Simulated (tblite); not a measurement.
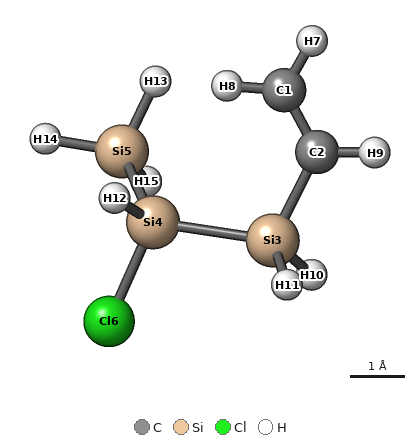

Fig. 1: The structure as given in the input (ball-and-stick view, seen at a tilt; atoms are numbered from 1 in the order of the input). Bond lengths as drawn: Cl–Si 2.06 Å, C–C 1.32 Å, C–H 1.08 Å, C–Si 1.89 Å, H–Si 1.46 to 1.48 Å and Si–Si 2.33 Å.

**Frequency calculation, with input and output: C2H9ClSi3**

C2H9ClSi3, computed with GFN2-xTB harmonic vibrations, gas phase (tblite 0.8.0).

Output:
```
mode    cm-1     km/mol
  1     -18.4      0.01
  2      32.7      0.12
  3      52.3      0.17
  4      80.3      1.15
  5     108.6      4.47
  6     116.5      2.75
  7     138.7      4.21
  8     323.9      8.07
  9     338.1      8.55
 10     366.9      6.28
 11     415.5     22.59
 12     440.5     31.70
 13     463.2     30.46
 14     477.8     39.56
 15     492.7     14.75
 16     584.8    466.26
 17     604.4     59.99
 18     638.6    284.61
 19     659.9     74.54
 20     730.9    230.68
 21     781.6    567.41
 22     801.1    121.82
 23     806.5    100.93
 24     819.0    209.12
 25     921.7     14.03
 26    1008.3     15.89
 27    1030.3     11.55
 28    1273.6      6.71
 29    1424.1      4.41
 30    1671.1      5.64
 31    2105.6    158.24
 32    2161.6    384.32
 33    2177.6    136.22
 34    2230.7    343.96
 35    2235.5    266.23
 36    2245.3    229.81
 37    3032.0     35.28
 38    3068.7     28.51
 39    3085.4     83.64
```

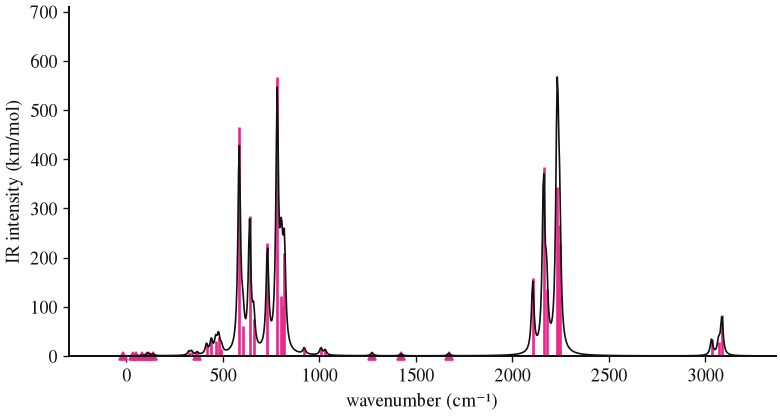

Fig. 2: Harmonic infrared spectrum, unscaled: sticks (degenerate modes added up, dark ones marked on the axis) with a Lorentzian envelope of 16 cm⁻¹ full width, scaled to the tallest stick; imaginary modes are drawn at negative wavenumbers. 39 modes from 18i to 3085 cm⁻¹, 1 imaginary beyond 8i (18i cm⁻¹): not a clean minimum; so soft a mode can be a shallow saddle, an incomplete relaxation or noise of the force constants. The strongest line is at 782 cm⁻¹ (567 km/mol).

The run was set up as follows.

Input:
```
{"job": {"kind": "ir", "xc": "GFN2-xTB", "basis": "xTB"}, "charge": 0, "multiplicity": 1}
C      1.590699     1.563680     0.452544
C      2.061242     0.582339    -0.299967
Si     1.262410    -1.112504    -0.510903
Si    -0.853247    -1.104800     0.464652
Si    -2.447539     0.428583    -0.260365
Cl    -1.639470    -2.990570     0.190632
H      2.090447     2.516424     0.547302
H      0.676126     1.460424     1.016752
H      2.985787     0.754036    -0.837652
H      1.213486    -1.381028    -1.958760
H      2.209394    -2.098556     0.036966
H     -0.734922    -1.035596     1.933972
H     -1.904759     1.786867    -0.159739
H     -3.695828     0.418906     0.507610
H     -2.818240     0.219784    -1.661921
```

The first line tells a small driver script what to run in tblite; the rest is the geometry in Å.

Launch command:
```bash
OMP_NUM_THREADS=1 python <driver script> task.json out
```

Results in brief:

```json
{"quantity": "outcome", "value": "converged"}
{"quantity": "total energy", "value": "−505.8281 eV"}
{"quantity": "zero-point energy", "value": "57.1060 kcal/mol"}
{"quantity": "hardware", "value": "1 CPU thread, shared host"}
{"quantity": "wall time", "value": "1.1 s"}
{"quantity": "peak memory", "value": "0.18 GiB"}
```
